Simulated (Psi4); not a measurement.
**B2PLYP/def2-SVP (density fitting, density fitting for correlation, sweep point 5) run of C2H6Si (SMILES C[Si]C)**

Aim: the vertical ionisation energy of C2H6Si at B2PLYP/def2-SVP (density fitting, density fitting for correlation, sweep point 5), from 2 runs. 

The results are computed with Psi4 1.11.

4 further runs of the same task are left out: 4 set aside as unsound or not needed. Runs told in other sessions of the task aren't counted.

## 1. The molecule

The species is C2H6Si (9 atoms), meant as a singlet with charge 0. SMILES: `C[Si]C`. The shape is that of a PBE0-D4/def2-TZVP optimisation.

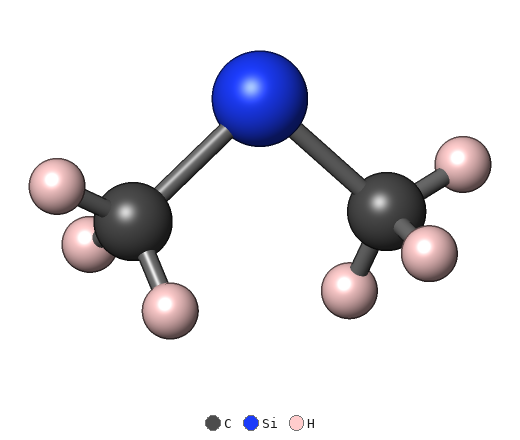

Viewed from a chosen angle; carbon dark grey, silicon blue, hydrogen pink.

## 2. A single-point energy at B2PLYP/def2-SVP (density fitting, density fitting for correlation, sweep point 5)

c2h6si.in reads:

```
memory 1600 MB

molecule m {
  0 1
  C     -0.527400     1.047300    -0.805300
  Si     0.896800    -0.199700    -0.912800
  C      0.601900    -1.069400     0.746000
  H     -1.430700     0.480400    -1.082200
  H     -0.439700     1.875000    -1.511000
  H     -0.703500     1.436700     0.202600
  H     -0.455600    -1.193000     1.001000
  H      1.117900    -2.026600     0.837300
  H      1.028800    -0.397000     1.507100
  symmetry c1
}

set basis def2-SVP
set puream true
set scf_type df
set num_frozen_docc 7
set dft_radial_points 75
set dft_spherical_points 302

energy('b2plyp')
```

Run with:

```
$ psi4 -n 1 c2h6si.in c2h6si.out
```

c2h6si.out:

```text
[...]
  Running in c1 symmetry.
[...]
  Nuclear repulsion =   97.704789447202899
[...]
  Multiplicity = 1
[...]
  Nalpha       = 16
  Nbeta        = 16
[...]
    Number of basis functions: 76
[...]
   @DF-RKS iter   1:  -368.52223355435569   -4.65306e-01   8.67860e-03 ADIIS/DIIS
[...]
   @DF-RKS iter   7:  -368.75880877904831   -4.61976e-08   7.03571e-07 DIIS
[...]
    Orbital Energies [Eh]
    ---------------------
    Doubly Occupied:
       1A    -67.212459     2A    -10.602050     3A    -10.602018
       4A     -5.624963     5A     -3.884305     6A     -3.878709
       7A     -3.876363     8A     -0.807849     9A     -0.771619
      10A     -0.514079    11A     -0.480898    12A     -0.474923
      13A     -0.453507    14A     -0.451428    15A     -0.353708
      16A     -0.248068
[...]
  @DF-RKS Final Energy:  -368.75880877904831
   => Energetics <=
    Nuclear Repulsion Energy =             97.7047894472028986
    One-Electron Energy =                -700.8340705889233959
    Two-Electron Energy =                 250.5916534531078241
    DFT Exchange-Correlation Energy =     -16.2211810904356035
    Empirical Dispersion Energy =           0.0000000000000000
    VV10 Nonlocal Energy =                  0.0000000000000000
    Total Energy =                       -368.7588087790483087
[...]
 Multipole Moments:
 ------------------------------------------------------------------------------------
     Multipole            Electronic (a.u.)      Nuclear  (a.u.)        Total (a.u.)
 ------------------------------------------------------------------------------------
 L = 1.  Multiply by 2.5417464519 to convert [e a0] to [Debye]
 Dipole X            :          2.8903662           -3.2500799           -0.3597137
 Dipole Y            :         -0.6334896            0.7124682            0.0789787
 Dipole Z            :         -2.9666755            3.3359784            0.3693029
 Magnitude           :                                                    0.5215517
[...]
```

Run time: 6.3 s. Hardware: 1 thread of Intel Xeon Platinum 8259CL at 2.50GHz (Skylake/Cascade Lake), shared host; peak memory 0.59 GiB.

## 3. The doublet cation

input.in reads:

```
memory 1600 mb

molecule system {
  1 2
  C     -0.527400     1.047300    -0.805300
  Si     0.896800    -0.199700    -0.912800
  C      0.601900    -1.069400     0.746000
  H     -1.430700     0.480400    -1.082200
  H     -0.439700     1.875000    -1.511000
  H     -0.703500     1.436700     0.202600
  H     -0.455600    -1.193000     1.001000
  H      1.117900    -2.026600     0.837300
  H      1.028800    -0.397000     1.507100
  symmetry c1
}

set {
  reference            uks
  puream               true
  scf_type             df
  num_frozen_docc      7
  dft_radial_points    75
  dft_spherical_points 302
  maxiter              100
}

energy_value, wavefunction = energy("b2plyp/def2-SVP", return_wfn=True)
```

Run with:

```
$ psi4 -n 1 input.in input.out
```

input.out:

```text
[...]
  Running in c1 symmetry.
[...]
  Nuclear repulsion =   97.704789447202899
[...]
  Multiplicity = 2
[...]
  Nalpha       = 16
  Nbeta        = 15
[...]
    Number of basis functions: 76
[...]
   @DF-UKS iter   1:  -368.24671884985452   -1.89792e-01   8.19266e-03 ADIIS/DIIS
[...]
   @DF-UKS iter   9:  -368.47159495667836   -3.39743e-08   3.61563e-07 DIIS
[...]
   @S^2 Observed:                7.550388265E-01
[...]
    Orbital Energies [Eh]
    ---------------------
    Alpha Occupied:
       1A    -67.522870     2A    -10.830730     3A    -10.830696
       4A     -5.932665     5A     -4.190511     6A     -4.190466
       7A     -4.182876     8A     -1.036239     9A     -0.990835
      10A     -0.770372    11A     -0.696353    12A     -0.688199
      13A     -0.668320    14A     -0.662971    15A     -0.591190
      16A     -0.546820
    Alpha Virtual:
      17A     -0.278284    18A     -0.133458    19A     -0.091625
      20A     -0.028095    21A     -0.012025    22A     -0.008122
      23A      0.005463    24A      0.014960    25A      0.028022
[...]
  @DF-UKS Final Energy:  -368.47159495667836
   => Energetics <=
    Nuclear Repulsion Energy =             97.7047894472028986
    One-Electron Energy =                -692.8562209556946527
    Two-Electron Energy =                 242.7611210777288306
    DFT Exchange-Correlation Energy =     -16.0812845259154251
    Empirical Dispersion Energy =           0.0000000000000000
    VV10 Nonlocal Energy =                  0.0000000000000000
    Total Energy =                       -368.4715949566783593
  UHF NO Occupations:
  HONO-2 :   14  A 1.9992370
  HONO-1 :   15  A 1.9983825
[...]
 Multipole Moments:
 ------------------------------------------------------------------------------------
     Multipole            Electronic (a.u.)      Nuclear  (a.u.)        Total (a.u.)
 ------------------------------------------------------------------------------------
 L = 1.  Multiply by 2.5417464519 to convert [e a0] to [Debye]
 Dipole X            :          3.5100322           -3.2500799            0.2599523
 Dipole Y            :         -0.7696981            0.7124682           -0.0572299
 Dipole Z            :         -3.6038755            3.3359784           -0.2678971
 Magnitude           :                                                    0.3776498
[...]
```

Run time: 9.9 s. Hardware: 1 thread of Intel Xeon Platinum 8259CL at 2.50GHz (Skylake/Cascade Lake), shared host; peak memory 0.59 GiB.

## 4. Outcome

At B2PLYP/def2-SVP (density fitting, density fitting for correlation, sweep point 5), 7 core orbitals frozen:

| quantity | value |
| --- | --- |
| singlet C2H6Si: total energy | -368.88319 Eh |
| singlet C2H6Si: HOMO energy (SCF part's orbitals) | -6.75 eV |
| singlet C2H6Si: LUMO energy (SCF part's orbitals) | -0.71 eV |
| singlet C2H6Si: HOMO–LUMO gap (SCF part's orbitals) | 6.04 eV |
| doublet cation: total energy | -368.58822 Eh |
| doublet cation: HOMO energy (SCF part's orbitals) (highest over α and β) | -14.88 eV |
| doublet cation: LUMO energy (SCF part's orbitals) (lowest over α and β) | -8.87 eV |
| doublet cation: ⟨S²⟩ | 0.755 |
| vertical ionisation energy (to the doublet cation) | 8.026 eV |

**Reading.** The vertical ionisation energy comes to 8.03 eV (774 kJ/mol). −ε(HOMO) before ionisation, 6.75 eV, is 1.28 eV below this ionisation energy.
